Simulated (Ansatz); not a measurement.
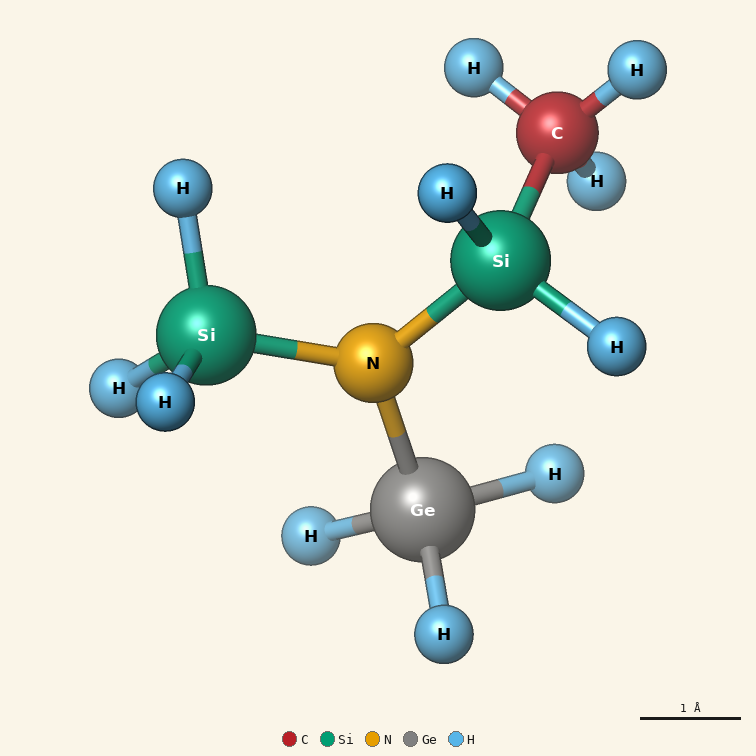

Depth is shown by fading: the farther an atom, the more it takes the colour of the background. The computed structure is the end point of a PBE-D4/def2-SVP optimisation. No frequency run is at hand to confirm it as a minimum. Masses are those of the most abundant isotopes; constants are for the rigid equilibrium geometry.

Q: Classify the rotor and give the rotational constants (cm⁻¹).

A: An asymmetric top (C1): A = 0.0667, B = 0.0446, C = 0.0300 cm⁻¹. Ray's parameter κ is −0.21, nearer the prolate limit.
